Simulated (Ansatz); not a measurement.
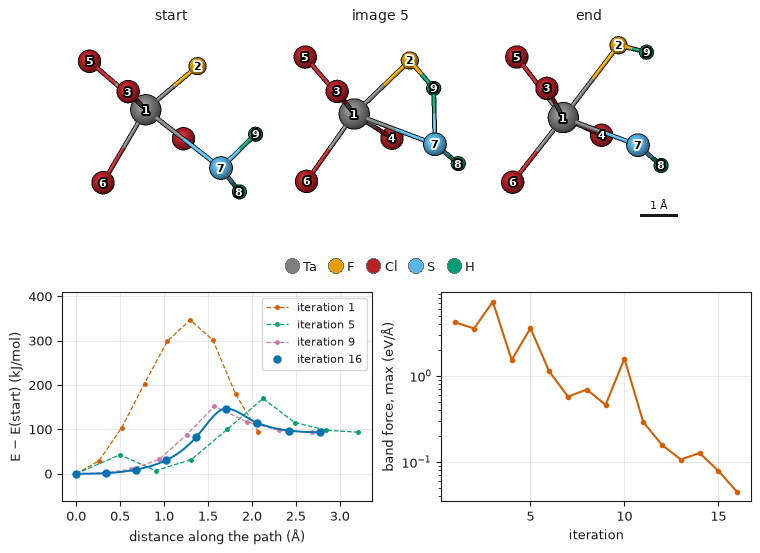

A search for the minimum-energy path of TaH₂SCl₄F by the nudged elastic band. Images are numbered from 0 (start) to 8 (end). The plot follows the band through its iterations. Style: ball-and-stick. Shown from a free direction.

The calculation used RHF/def2-SVP (Ansatz). Set-up: 7 movable images; climbing image; force threshold 0.05 eV/Å; iteration limit 60; starting path by straight interpolation.

### How did the profile develop, and is the result final?

The run is converged, with reservations. The band converged in 16 iterations. The largest component of the band force went from 4.2 to 0.045 eV/Å. The climbing image converged on the top of the path. Its curvatures weren't checked. The straight starting path can push atoms close together and costs iterations. The first iteration put the highest image at 347.2 kJ/mol. Forward barrier 147.1 kJ/mol, backward barrier 53.4 kJ/mol, with image 5 at the top; the reaction energy is +93.6 kJ/mol.

Limits of the set-up: Hartree-Fock leaves out electron correlation.

Cost: 4.8 min on 4 threads of Arm Neoverse V2, with other jobs on the host, peak memory 0.49 GiB.
